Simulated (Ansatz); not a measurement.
## ZrCdS3 (model cell, started as cubic perovskite with Zr in the octahedra): the cell at rest

Wanted: the relaxed cell of ZrCdS3 (model cell, started as cubic perovskite with Zr in the octahedra).

Program: Ansatz 0.2.0. Level of theory: DFT PBEsol, scalar-relativistic, plane waves, PAW; PAW set soft_1. Results are calculated unless marked as measured.

The structure was built from a prototype and need not be the compound's stable phase.

### Step 1. The starting structure

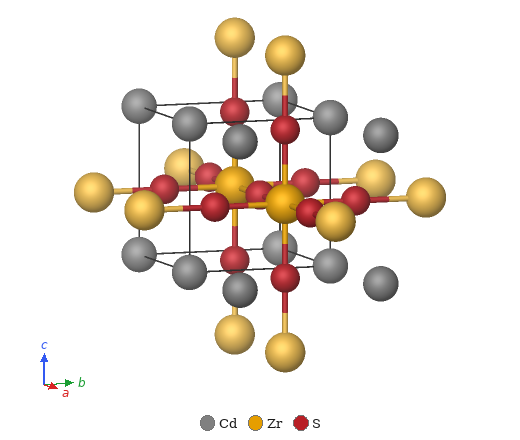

The starting structure, seen slightly off an axis (cadmium grey, zirconium orange, sulfur red). 2×1×1 cells are drawn. Some periodic images of atoms are drawn too.

### Step 2. A coarse first look

First a cheap look: the gap decides the mesh and the occupations, the pressure tells how far the cell has to move.

input.yaml

```yaml
crystal:
  lattice:
    - [5.0176, 0.0, 0.0]
    - [0.0, 5.0176, 0.0]
    - [0.0, 0.0, 5.0176]
  atoms:
    - { symbol: Cd, position: [0.0, 0.0, 0.0] }
    - { symbol: Zr, position: [0.5, 0.5, 0.5] }
    - { symbol: S, position: [0.5, 0.5, 0.0] }
    - { symbol: S, position: [0.5, 0.0, 0.5] }
    - { symbol: S, position: [0.0, 0.5, 0.5] }
kpoints:
  mp_grid: { grid: [4, 4, 4] }
hamiltonian:
  xc: pbesol
  pseudopotentials: { kind: paw, azcp: { folder: soft_1 }, xc_functional: pbe }
scf:
  occupations: { method: gaussian, width: 0.1 }
output:
  forces: true
  stress: true
  eigenvalues: true
```

On the command line:

```sh
> ansatz run input.yaml --threads 8 --pin off --max-ram 16384MiB --backend cpu --events-out ev --progress --plain --runs-dir out
```

Numbers of over 12 decimals in the logs are rounded to 6 here.

What it wrote:

```text
Engine: ansatz 0.2.0, x86_64-unknown-linux-gnu
Pseudopotentials: kind: paw
Pseudopotential: Cd, paw, valence charge 20, recommended cutoff 420 eV (normal), soft_1/Cd.paw.azcp
Pseudopotential: Zr, paw, valence charge 12, recommended cutoff 420 eV (normal), soft_1/Zr.paw.azcp
Pseudopotential: S, paw, valence charge 6, recommended cutoff 420 eV (normal), soft_1/S.paw.azcp
Functional definition: PBEsol
[...]
k-point 0: bands = [... 21 lower, 5.5032, 5.5032, 5.9848, 5.9848, 5.9848, 7.2084, 7.2084, 7.2084, ... 1 higher]
  k-point 1: bands = [... 21 lower, 4.8253, 5.3437, 5.8821, 5.8821, 6.4662, 7.2304, 8.4330, 8.4330, ... 1 higher]
  k-point 2: bands = [... 21 lower, 4.0342, 5.1987, 5.9246, 5.9246, 7.2527, 7.4953, 9.3806, 9.5004, ... 1 higher]
  k-point 9: bands = [... 21 lower, 2.7395, 4.9941, 6.6532, 6.6532, 6.6532, 9.8623, 9.8623, 9.8623, ... 1 higher]
[key lines of the parts left out:]
SCF converged after 9 iterations
Free energy (F): -14970.240671 eV
Fermi energy:    6.334421 eV
P = ⅓ Tr σ = -3.8647 GPa (-38.647 kbar)
```

It took 0.62 s on 8 threads of AMD EPYC 7B13 (Zen 3), shared host; peak memory 0.52 GiB.

Numbers from this step:

```
pressure          : -3.865 GPa
volume per atom   : 25.26 Å³
gap on the k-mesh : 0 eV
```

The coarse mesh shows no gap and a pressure of -3.9 GPa.

### Step 3. Bringing the structure to rest

The cell and atoms are relaxed, since residual forces and stress would shift the frequencies.

Changes to input.yaml since step 2:

```diff
@@ -12,3 +12,3 @@
 kpoints:
-  mp_grid: { grid: [4, 4, 4] }
+  mp_grid: { grid: [8, 8, 8] }
 hamiltonian:
@@ -22 +22,10 @@
   eigenvalues: true
+  write_density: true
+  write_potential: true
+  elf: true
+  volumetric_format: npy
+relax:
+  adjacent_minimum: "off"
+  f_tol: 0.005
+  max_steps: 80
+  cell: { stress_tol: 0.05 }
```

What it wrote:

```text
[...]
Crystal: 5 atoms, lattice volume = 126.325 Å³
Basis set: ecut = 420 eV, 2517 PW (Γ), exchange–correlation on 72×72×72 points (8 copies of the dense FFT grid, shifted against one another)
Bands: 30, of which v1, the nominal top of the filled ones, is band 25 counted from 1 (24 counted from 0)
Symmetry: 48 space group operations
[...]
k-points: 35 of 512
[...]
SCF iter   1: F=—  HF=-14971.180221 eV  |F-HF|=—  |Δ(HF+E_count)|=         —  Δρ=3.63e-2  dr2=3.58e0  ethr=3.10e-3  ⟨swp⟩=6.3  Hψ=4742  notcnv=0
[...]
SCF iter  10: F=-14970.280115 eV  HF=-14970.280115 eV  |F-HF|=1.42e-10  |Δ(HF+E_count)|=   8.95e-9  Δρ=8.09e-7  dr2=8.37e-10  ethr=2.00e-10  ⟨swp⟩=8.9  Hψ=6463  notcnv=0
SCF 1 converged in 10 iterations: F = -14970.280115 eV  dr2 = 8.37e-10
[...]
relax step   1: F+E_penalty+E_count = -14970.28011529 eV  Δ(F+E_penalty+E_count) = +0.000e0 eV  max|allowed force component| = 5.417e-29 eV/Å  Δτ_max = 0.0000 Å  P = -3.883 GPa  Ω = 126.325 Å³  (10 SCF iters, dr2 threshold 1.00e-7 eV, accepted)
Crystal: 5 atoms, lattice volume = 117.611 Å³
Basis set: ecut = 420 eV, 2325 PW (Γ), exchange–correlation on 72×72×72 points (8 copies of the dense FFT grid, shifted against one another)
[...]
iter 1 solved again at ethr=2.18e-4 eV; its pass at ethr=3.10e-3 eV (dr2=1.09e-1 eV) is discarded
[...]
SCF iter   7: F=-14970.367742 eV  HF=-14970.367742 eV  |F-HF|=1.13e-7  |Δ(HF+E_count)|=   4.57e-7  Δρ=1.41e-5  dr2=3.28e-7  ethr=1.00e-9  ⟨swp⟩=13.2  Hψ=9313  notcnv=0
SCF 2 converged in 7 iterations: F = -14970.367742 eV  dr2 = 3.28e-7
  Residual-converged pass: ⟨swp⟩=1.0  Hψ=1190  notcnv=0  max |occ|·‖R‖ = 7.0e-9 eV (tolerance 1.0e-8 eV)  dr2=3.28e-7  dr2_onsite=2.61e-8  max |Δocc| = 2.4e-11
relax step   2: F+E_penalty+E_count = -14970.36774172 eV  Δ(F+E_penalty+E_count) = -8.763e-2 eV  max|allowed force component| = 2.682e-29 eV/Å  Δτ_max = 0.0000 Å  P = +1.010 GPa  Ω = 117.611 Å³  energy of the carried Pulay correction = +8.128e-4 eV  (7 SCF iters, dr2 threshold 5.00e-7 eV, accepted)
Crystal: 5 atoms, lattice volume = 119.309 Å³
[...]
SCF iter   6: F=-14970.372325 eV  HF=-14970.372325 eV  |F-HF|=1.79e-8  |Δ(HF+E_count)|=   1.79e-7  Δρ=7.58e-6  dr2=4.76e-8  ethr=4.53e-10  ⟨swp⟩=9.1  Hψ=8346  notcnv=0
SCF 3 converged in 6 iterations: F = -14970.372325 eV  dr2 = 4.76e-8
relax step   3: F+E_penalty+E_count = -14970.37232526 eV  Δ(F+E_penalty+E_count) = -4.584e-3 eV  max|allowed force component| = 2.861e-29 eV/Å  Δτ_max = 0.0000 Å  P = -0.100 GPa  Ω = 119.309 Å³  energy of the carried Pulay correction = +6.498e-4 eV  (6 SCF iters, dr2 threshold 5.00e-7 eV, accepted)
[...]
relax step   4: F+E_penalty+E_count = -14970.37238985 eV  Δ(F+E_penalty+E_count) = -6.458e-5 eV  max|allowed force component| = 3.734e-30 eV/Å  Δτ_max = 0.0000 Å  P = -0.002 GPa  Ω = 119.154 Å³  energy of the carried Pulay correction = +6.646e-4 eV  (6 SCF iters, dr2 threshold 2.51e-8 eV, accepted)
[...]
SCF iter   1: F=—  HF=-14970.371715 eV  |F-HF|=—  |Δ(HF+E_count)|=         —  Δρ=5.67e-5  dr2=5.21e-7  ethr=1.25e-6  ⟨swp⟩=3.3  Hψ=7371  notcnv=0
eigensolver tolerance schedule: the retry pair's looser diagonalisation over-reported the residual by 1202.45 of it (diagonalisation noise at 0.95 of the residual, at the tolerance the schedule requests for it); recorded, not acted on — ethr = c·dr2/N_el stays at c = 1.0e-1
[...]
SCF iter   2: F=—  HF=-14970.371722 eV  |F-HF|=—  |Δ(HF+E_count)|=   7.15e-6  Δρ=2.83e-5  dr2=1.47e-7  ethr=1.04e-9  ⟨swp⟩=3.5  Hψ=2463  notcnv=0
[...]
SCF iter   6: F=-14970.371722 eV  HF=-14970.371722 eV  |F-HF|=0.00e0  |Δ(HF+E_count)|=  1.82e-12  Δρ=1.93e-8  dr2=9.46e-13  ethr=1.00e-12  ⟨swp⟩=5.1  Hψ=4883  notcnv=0
SCF 5 converged in 6 iterations: F = -14970.371722 eV  dr2 = 9.46e-13
relax step   5: F+E_penalty+E_count = -14970.37172239 eV  Δ(F+E_penalty+E_count) = +6.675e-4 eV  max|allowed force component| = 4.891e-30 eV/Å  Δτ_max = 0.0000 Å  P = -0.002 GPa  Ω = 119.154 Å³  stress off target by 2.17e-3 GPa  SCF on the basis re-selected at this cell (its energy is not comparable with the rows above)  (6 SCF iters)
basis re-selected at this cell: Δ(F+E_penalty+E_count) = +6.675e-4 eV, ΔP = +0.000 GPa vs the last step (what re-selecting the basis moved, of the pressure what is left beyond the Pulay correction that the steps carried, after the strain that the cell walked since its last selection, with what the two solves' SCF thresholds leave and, on support functions, any second-order correction that the steps lacked; it is no m [...]
SCF converged after 6 iterations
Free energy (F): -14970.371722 eV
[...]
Internal energy: -14970.351838 eV  (E = F + TS)
E sigma→0 (E₀):  -14970.361780 eV
Entropy (-TS):   -0.019884 eV (-3.977 meV/atom)
Fermi energy:    7.115199 eV
[...]
--- Stress (GPa, compression-positive) ---
       -0.002166       0.000000      -0.000000
        0.000000      -0.002166       0.000000
       -0.000000       0.000000      -0.002166
  P = ⅓ Tr σ = -0.0022 GPa (-0.022 kbar)
--- Band table (eV; the first three rows and the last of 35) ---
  k-point 0: bands = [... 21 lower, 6.0996, 6.0996, 6.7068, 6.7068, 6.7068, 7.8604, 7.8604, 7.8604, ... 1 higher]
  k-point 1: bands = [... 21 lower, 5.8752, 6.0464, 6.6013, 6.6013, 6.6705, 7.8675, 8.3327, 8.3327, ... 1 higher]
  k-point 2: bands = [... 21 lower, 5.3953, 5.9250, 6.5780, 6.5780, 7.2439, 7.8846, 9.2084, 9.2084, ... 1 higher]
  k-point 34: bands = [... 21 lower, 3.2518, 5.6803, 7.3602, 7.3602, 7.3602, 10.7734, 10.7734, 10.7734, ... 1 higher]
--- Relaxed structure (4 steps of the walk, 4 accepted, 1 SCFs on fresh bases) ---
  F+E_penalty+E_count = -14970.37172239 eV   max|allowed force component| = 4.891e-30 eV/Å   (the final SCF, on the basis selected at the relaxed cell)
  cell:  # Å, volume = 119.1542 Å³
    - [4.920808, 0, 0]
    - [0, 4.920808, 0.0]
    - [0.0, 0.0, 4.920808]
  atoms:
    - { symbol: Cd, position: [0, 0, 0] }
    - { symbol: Zr, position: [0.5, 0.5, 0.5] }
    - { symbol: S, position: [0.5, 0.5, 0] }
    - { symbol: S, position: [0.5, 0, 0.5] }
    - { symbol: S, position: [0, 0.5, 0.5] }
```

Wall time 5.4 s (8 threads); peak memory 0.66 GiB; 36 s of CPU time.

Relaxation path:

```tsv
step	energy less that of the first step (eV)	largest force component (eV/Å)	pressure (GPa)	volume (Å³)
1	0.0000	0.0000	-3.88	126.32
2	-0.0876	0.0000	1.01	117.61
3	-0.0922	0.0000	-0.10	119.31
4	-0.0923	0.0000	0.00	119.15
5*	-0.0916	0.0000	0.00	119.15
```

Relaxation steps marked * repeat the geometry before them on a plane-wave basis chosen anew for their cell, so energy and pressure can jump there.

Forces are held to the 48 operations that the run works with; a distortion that breaks them can't arise in this run.

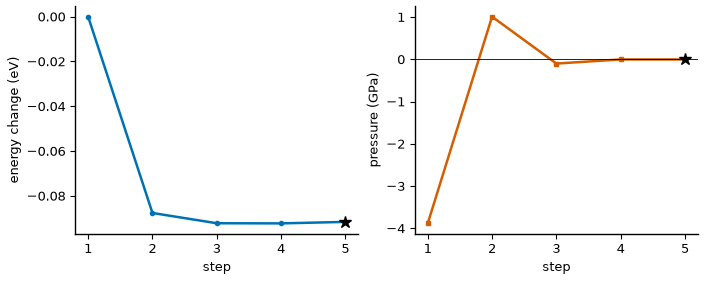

Energy and pressure along the relaxation. Stars mark steps on a basis chosen anew.

```tsv
conventional cell, symmetrised	before	after	change
a (Å)	5.018	4.921	-1.9 %
b (Å)	5.018	4.921	-1.9 %
c (Å)	5.018	4.921	-1.9 %
volume (Å³/atom)	25.26	23.83	-5.7 %
```

The relaxed structure:

```cif
data_structure
_symmetry_space_group_name_H-M 'P 1'
_symmetry_Int_Tables_number 1
_cell_length_a 4.9208
_cell_length_b 4.9208
_cell_length_c 4.9208
_cell_angle_alpha 90.000
_cell_angle_beta 90.000
_cell_angle_gamma 90.000
_cell_volume 119.15
loop_
_atom_site_label
_atom_site_type_symbol
_atom_site_fract_x
_atom_site_fract_y
_atom_site_fract_z
_atom_site_occupancy
Cd1 Cd 0.00000 0.00000 0.00000 1
Zr2 Zr 0.50000 0.50000 0.50000 1
S3 S 0.50000 0.50000 0.00000 1
S4 S 0.50000 0.00000 0.50000 1
S5 S 0.00000 0.50000 0.50000 1
```

This step gave:

| Quantity | Value |
| --- | --- |
| pressure | -0.002166 GPa |
| volume per atom | 23.83 Å³ |

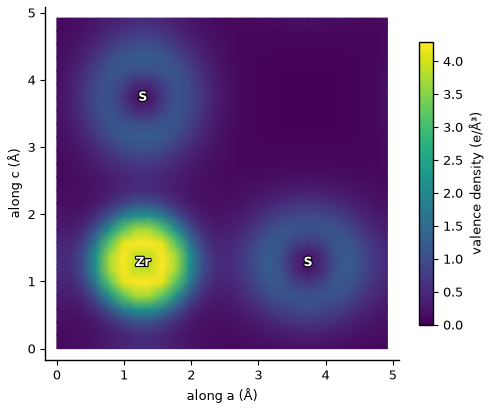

Valence density in the ac plane at fractional y = 0.500, with atoms of Zr and S within 0.2 Å of it. It is the smooth field of the valence electrons, not physical close to the nuclei. The map starts off the cell's origin, so that atoms lie inside it.

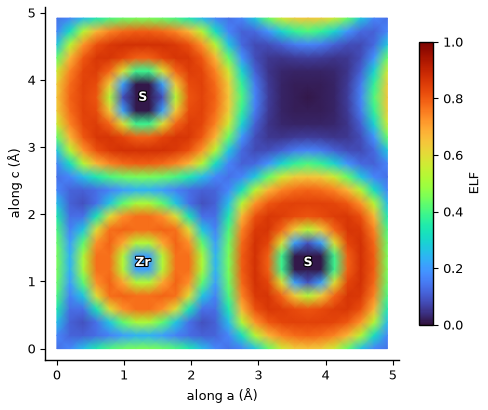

ELF in the ac plane at fractional y = 0.500, with atoms of Zr and S within 0.2 Å of it. It is the smooth field of the valence electrons, not physical close to the nuclei. The map starts off the cell's origin, so that atoms lie inside it.

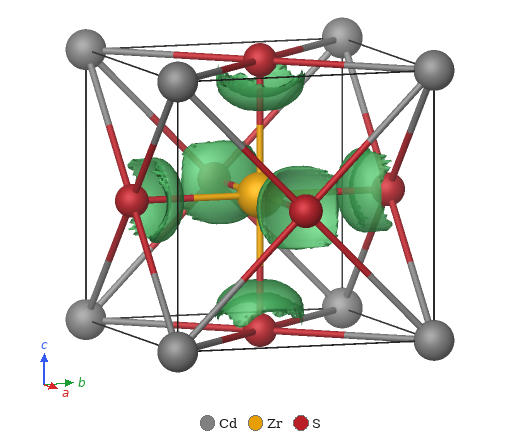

Surface of ELF = 0.85.

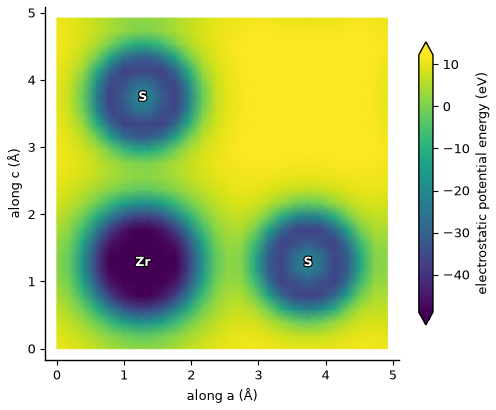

Electrostatic potential energy in the ac plane at fractional y = 0.500, with atoms of Zr and S within 0.2 Å of it. With pseudopotentials it is smooth inside the atoms' cores, unlike the true potential. The map starts off the cell's origin, so that atoms lie inside it.

In this step the volume went from 25.26 to 23.83 Å³/atom.

### Step 4. Tight relaxation

Phonons need a cell at rest on their own settings, so the relaxation is repeated with tight tolerances on forces and stress, using the mesh and the filling of the phonon run that follows.

input.yaml, the sections that differ from step 3:

```yaml
crystal:
  lattice:
    - [4.9208081223, 0.0, 0.0]
    - [0.0, 4.9208081223, 0.0]
    - [0.0, 0.0, 4.9208081223]
  atoms:
    - { symbol: Cd, position: [0.0, 0.0, 0.0] }
    - { symbol: Zr, position: [0.5, 0.5, 0.5] }
    - { symbol: S, position: [0.5, 0.5, 0.0] }
    - { symbol: S, position: [0.5, 0.0, 0.5] }
    - { symbol: S, position: [0.0, 0.5, 0.5] }
scf:
  occupations: { method: methfessel_paxton, width: 0.2 }
output:
  forces: true
  stress: true
  eigenvalues: true
relax:
  adjacent_minimum: "off"
  f_tol: 0.001
  max_steps: 60
  cell: { stress_tol: 0.01 }
# kpoints, hamiltonian: as in step 3
```

What it wrote:

```text
[...]
Crystal: 5 atoms, lattice volume = 119.154 Å³
Basis set: ecut = 420 eV, 2325 PW (Γ), exchange–correlation on 72×72×72 points (8 copies of the dense FFT grid, shifted against one another)
Bands: 30, of which v1, the nominal top of the filled ones, is band 25 counted from 1 (24 counted from 0)
[... 1 set-up line as in the run before ...]
[...]
k-points: 35 of 512
[...]
--- Relaxed structure (2 steps of the walk, 2 accepted, 1 SCFs on fresh bases) ---
[...]
cell:  # Å, volume = 119.1280 Å³
    - [4.920448, 0, 0.0]
    - [0, 4.920448, 0]
    - [0.0, 0, 4.920448]
  atoms:
    - { symbol: Cd, position: [0, 0, 0] }
    - { symbol: Zr, position: [0.5, 0.5, 0.5] }
    - { symbol: S, position: [0.5, 0.5, 0] }
    - { symbol: S, position: [0.5, 0, 0.5] }
    - { symbol: S, position: [0, 0.5, 0.5] }
[key lines of the parts left out:]
SCF converged after 7 iterations
Free energy (F): -14970.366091 eV
Fermi energy:    7.115321 eV
P = ⅓ Tr σ = 0.0024 GPa (0.024 kbar)
```

Elapsed: 2.9 s, on 8 threads; peak memory 0.64 GiB; 19 s of CPU time.

Little changed from the start: no atom moved by 0.005 Å and no cell edge by 0.1 %.

Numbers from this step:

| Item | Value |
| --- | --- |
| pressure | 0.002376 GPa |

The forces vanish by symmetry and the pressure is 0.002 GPa, within the tolerances set. The cell now holds 23.83 Å³/atom.

### Step 5. Outcome

```
space group after relaxation (within 0.01 Å) : Pm-3m
lattice constant a                           : 4.920 Å
lattice constant b                           : 4.920 Å
lattice constant c                           : 4.920 Å
volume per atom                              : 23.8 Å³
```

What this shows: The forces vanish by symmetry and the pressure is 0.002 GPa, within the tolerances set. The cell now holds 23.83 Å³/atom. The relaxation keeps the symmetry of its start, so it says nothing on stability against lower symmetry. The PAW files were made for PBE and serve the other functionals too. The starting cell was built on a prototype and not taken from a measurement, so the phase need not exist.

[Logs are printed without paths, hosts, clocks, repeated set-up lines and the standing remarks that a program may print on its own settings, such as how far it seeks lower states.]

[Hosts, paths, dates, database ids (printed as entryN), source tags and the programs' standing remarks are cut or masked in the printed files.]
